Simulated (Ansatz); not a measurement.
CHF2Ge (charge +1)

The calculation's input:

```
crystal:
  periodic: [false, false, false]
  atoms:
    - symbol: C
      position_ang: [-1.328771, 0.791736, -2.963832]
    - symbol: F
      position_ang: [-1.761932, 1.887707, -3.417072]
    - symbol: F
      position_ang: [-1.084205, -0.038800, -3.882860]
    - symbol: Ge
      position_ang: [-1.212464, 0.334036, -0.902105]
    - symbol: H
      position_ang: [0.263327, 0.901926, -1.103080]
basis:
  gaussian: {orbitals: def2-TZVPD}
total_charge: 1
hamiltonian: {xc: {name: PBE0}}
output: {forces: true, orbitals: {seedname: orbitals}}
```

Command:

```sh
ansatz run input.yaml --threads 1 --pin off --max-ram 2610MiB --events-out events.jsonl --progress --plain --runs-dir runs
```

Geometry: PBE0-D3(BJ)/pcseg-1.

Method: isolated molecule in a Gaussian basis; Kohn-Sham density functional theory, functional PBE0 (Ansatz 0.2.0).

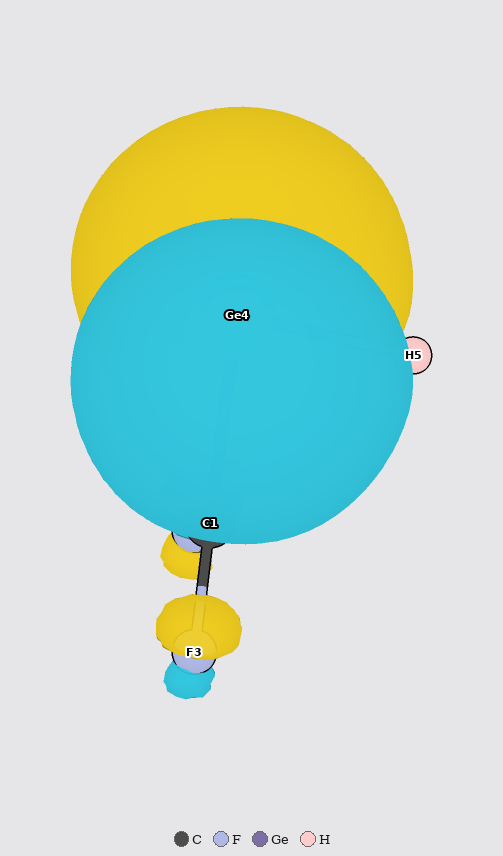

Figure 1. The LUMO at ±0.1 Å⁻³ᐟ² (yellow and cyan are the two phases), seen at an oblique angle.

Q: Describe this orbital and give its energy.

A: By Hirshfeld shares it lies mainly on Ge4 (about 85 %). Its energy is −9.25 eV.

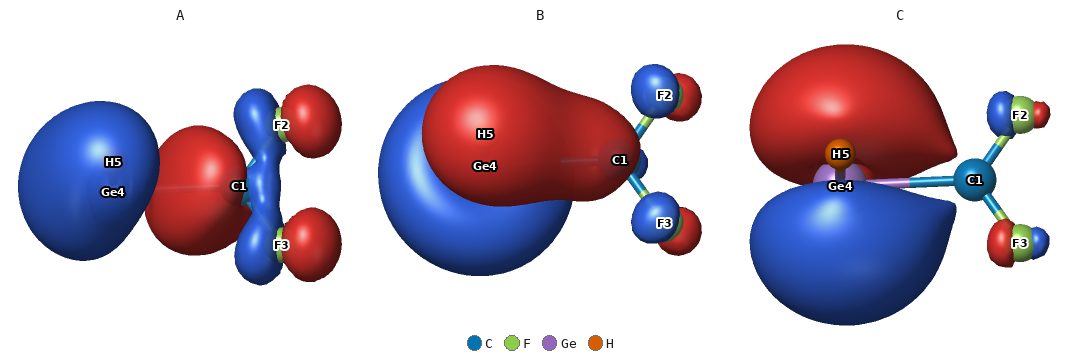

Figure 2. Three frontier orbitals at ±0.1 Å⁻³ᐟ² (red and blue are the two phases), in no order.

Q: Which picture is the HOMO−1, the HOMO and the LUMO?

A: A is the HOMO−1 (−16.08 eV). Its weight (Hirshfeld) is mainly on Ge4 (about 35 %), C1 (about 30 %), H5 (about 15 %), F2 (about 10 %) and F3 (about 10 %). B is the HOMO (−14.02 eV). It lies mainly on Ge4 (about 65 %), H5 (about 20 %) and C1 (about 10 %). C is the LUMO (−9.25 eV). Its weight (Hirshfeld) is mainly on Ge4 (about 85 %).

Q: What is the HOMO–LUMO gap?

A: 4.77 eV between the orbital energies.
